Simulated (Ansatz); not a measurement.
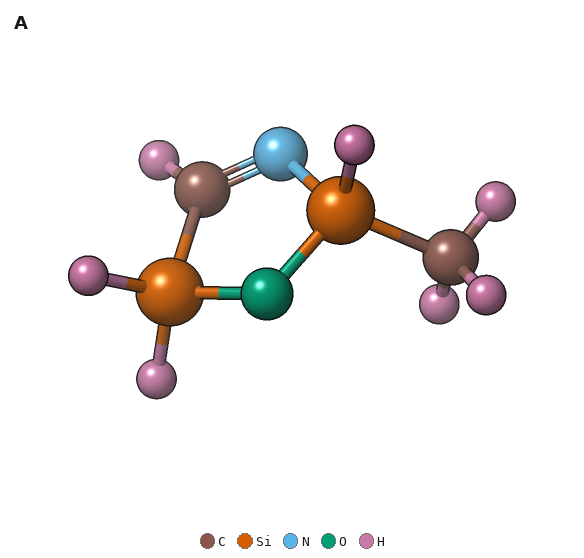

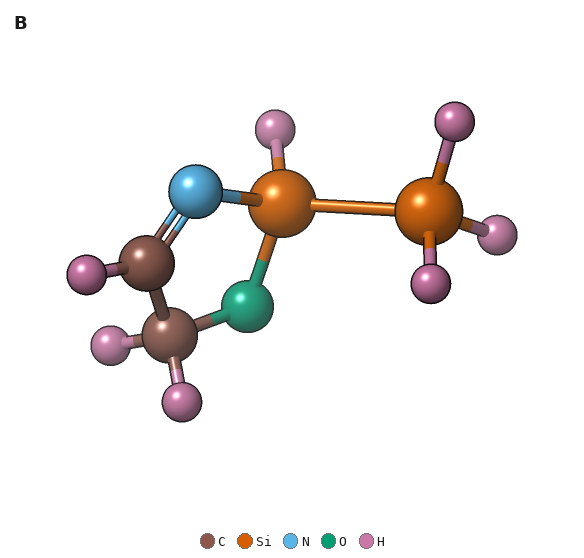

2 stationary structures of one formula. Geometries: PBE-D4/def2-SVP. Electronic energies: PBE-D4/def2-SVP (Ansatz 0.2.0), without zero-point energy. No frequency run is at hand to confirm each as a minimum.

### How are they related?

They are constitutional isomers of C2H7NOSi2: A `C[Si@H]1N=C[SiH2]O1`, B `[SiH3][Si@@H]1N=CCO1`.

### Rank them by energy, lowest first.

A is lowest; B lies 161.7 kJ/mol above it.
